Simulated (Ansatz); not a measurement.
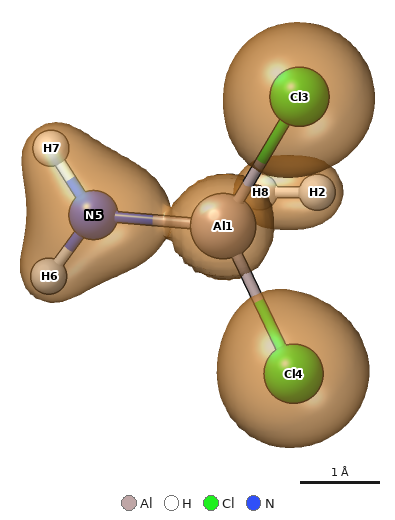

Figure 1: AlCl2H2N···H2. Isosurface of the total electron density at 0.6 e/Å³ (orange), seen across its widest extent.

These are results of Ansatz 0.2.0, RKS PBE0-D4/def2-SVP, not measurements.

```xyz
8

Al    0.0750   -0.7296   -0.1689
H    -0.0909    0.4863    1.8420
Cl    1.8599    0.3083   -0.5375
Cl   -1.7367    0.1026   -0.8196
N     0.1150   -2.3830    0.4293
H    -0.6973   -2.9840    0.5061
H     0.9611   -2.8957    0.6486
H    -0.1182   -0.2510    2.0527
```

Question: What does this surface tell about the bonding?

Answer: At this value the surface falls into four separate pieces. It bridges the sampled Al–N (1.76 Å) and H–H (0.77 Å) contacts, where the density stays above the isovalue. It is pinched off along the sampled Al···H (2.28 Å) and Al–Cl (2.10 Å) contacts. On the grid the lowest density along these lines, outside the cores, is 0.11 e/Å³ (Al···H, 2.28 Å), 0.72 e/Å³ (Al–N, 1.76 Å), 0.51 e/Å³ (Al–Cl, 2.10 Å) and 1.7 e/Å³ (H–H, 0.77 Å).
